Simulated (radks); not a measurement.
Atomic calculation, with input and output: Cd³⁺

- system: the Cd³⁺ ion in the configuration [Kr] 4d9 (high spin).
- method: scalar-relativistic Kohn-Sham, LDA (Slater exchange, Perdew-Wang correlation), spin-polarised, spherical densities, point nucleus (the in-house radial solver radks)

## Input file
```
Z 48
configuration [Kr] 4d9
relativity scalar-relativistic
functional lda,pw
spin polarised
nucleus point
c 137.035999084
```

Energies in input and log are in hartree, lengths in bohr.

## The program's output
```
1s      1   1.0000        -974.95043711
2s      1   1.0000        -145.91398446
2p      1   3.0000        -131.14729360
3s      1   1.0000         -28.25836289
3p      1   3.0000         -23.41456691
3d      1   5.0000         -15.81114314
4s      1   1.0000          -5.21093241
4p      1   3.0000          -3.77520586
4d      1   5.0000          -1.70560852
1s      2   1.0000        -974.95024859
2s      2   1.0000        -145.90601462
2p      2   3.0000        -131.14096406
3s      2   1.0000         -28.25283300
3p      2   3.0000         -23.40858342
3d      2   5.0000         -15.80325035
4s      2   1.0000          -5.18261830
4p      2   3.0000          -3.74662828
4d      2   4.0000          -1.67877827
Etot -5587.2148348053
Ekin 5812.565696433538
Encl -13455.337052673165
Eh 2203.680833349158
Exc -148.12431191483068
err 4.150078182809658e-09
it 14
```

## Slater integrals of the outer shells (hartree)

| integral | value |
| --- | --- |
| F0(4d,4d) | 0.7564 |
| F2(4d,4d) | 0.3786 |
| F4(4d,4d) | 0.2484 |
| F0(4d,4p) | 0.8357 |
| F2(4d,4p) | 0.4155 |
| G1(4d,4p) | 0.5253 |
| G3(4d,4p) | 0.3218 |
| F0(4d,4s) | 0.8617 |
| G2(4d,4s) | 0.3901 |
| F0(4p,4p) | 0.9451 |
| F2(4p,4p) | 0.4948 |
| F0(4p,4s) | 0.9830 |
| G1(4p,4s) | 0.6668 |
| F0(4s,4s) | 1.0265 |

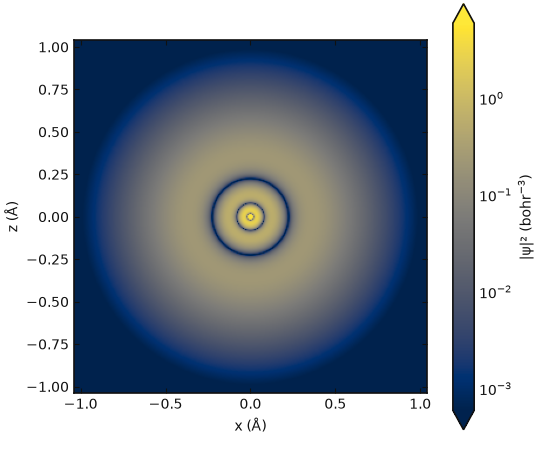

**Figure 1.** The 4s orbital of up spin. In the xz plane through the nucleus, the colour gives |ψ|² on a logarithmic scale. (1 bohr = 0.529 Å.) The radial function comes from the spherical calculation and is multiplied by a real spherical harmonic; the overall sign is chosen so that the largest lobe of P(r) is positive; at the scalar-relativistic level it is the large component. It has no angular node and 3 radial nodes, at r = 0.0382, 0.153 and 0.426 bohr; only the outer 2 can be made out at this scale. The outermost maximum of P² lies at 0.794 bohr, ⟨r⟩ = 0.875 bohr, 90 % of the charge lies within 1.27 bohr, and the eigenvalue is −141.8 eV, with 1 electron in the shell for this spin.

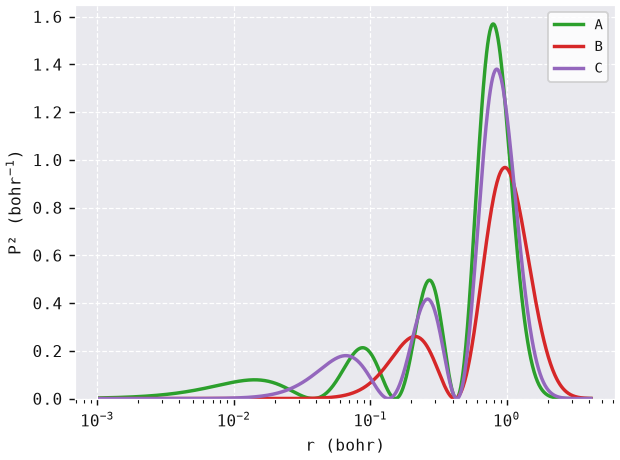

**Figure 2.** The radial probability densities P² of 4p up, 4s up and 4d up. A is 4s up; B is 4d up; C is 4p up. 4s up: outer maximum at 0.794 bohr, ⟨r⟩ = 0.875 bohr, 3 nodes, eigenvalue −141.8 eV; 4p up: outer maximum at 0.843 bohr, ⟨r⟩ = 0.952 bohr, 2 nodes, eigenvalue −102.7 eV; 4d up: outer maximum at 0.968 bohr, ⟨r⟩ = 1.20 bohr, 1 node, eigenvalue −46.4 eV.

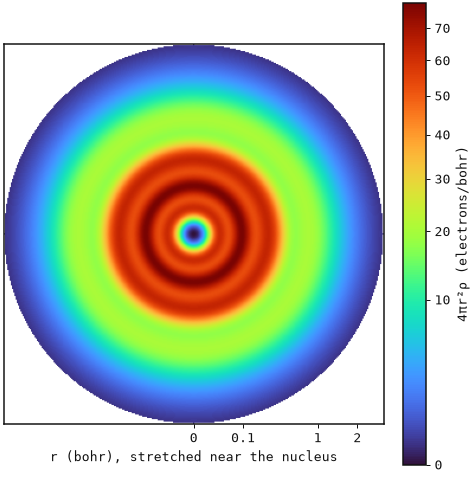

**Figure 3.** The radial density 4πr²ρ as a disc about the nucleus, with the radius drawn as r to the power 0.4. There are 4 maxima, at r = 0.0213, 0.0945, 0.281 and 0.833 bohr, parted by minima at 0.0421, 0.184 and 0.619 bohr, inside which lie 2.0, 11.2 and 29.0 electrons.

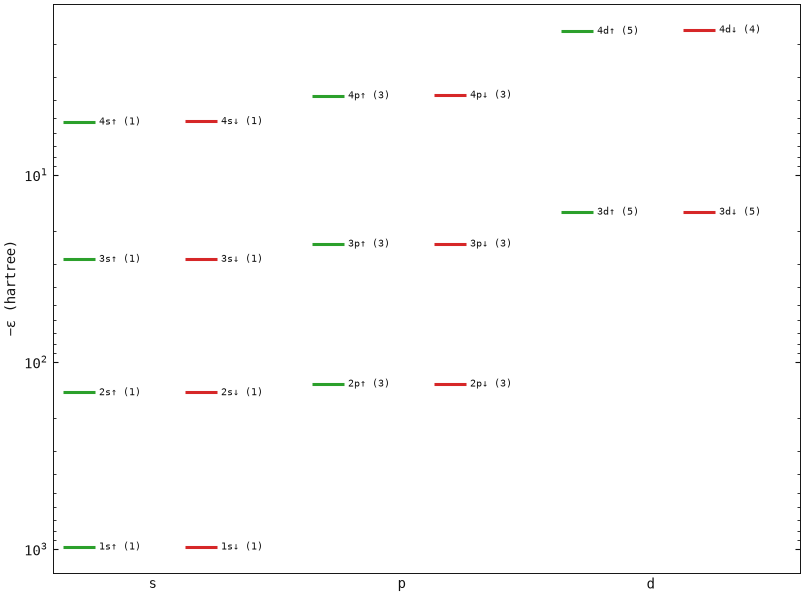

**Figure 4.** All occupied levels, on a logarithmic scale of binding energy, are drawn by angular momentum (occupations in brackets, up spins at the left of each column and down spins at the right). The highest occupied level is 4d down at −1.68 hartree. The highest 4 occupied levels, from the top down, are 4d down (−1.68 hartree), 4d up (−1.71 hartree), 4p down (−3.75 hartree), 4p up (−3.78 hartree). The largest exchange splitting (down less up) among the shells drawn in both spins is that of 4p, 0.0286 hartree.

## Summary

```
                       quantity                      value
                        outcome                  converged
                   total energy         −5587.2148 hartree
                 kinetic energy          5812.5657 hartree
        electron–nucleus energy        −13455.3371 hartree
                 Hartree energy          2203.6808 hartree
    exchange–correlation energy        −148.124312 hartree
radius at density 0.001 e/bohr³                  3.03 bohr
                 SCF iterations                         14
                       hardware  1 CPU thread, shared host
```
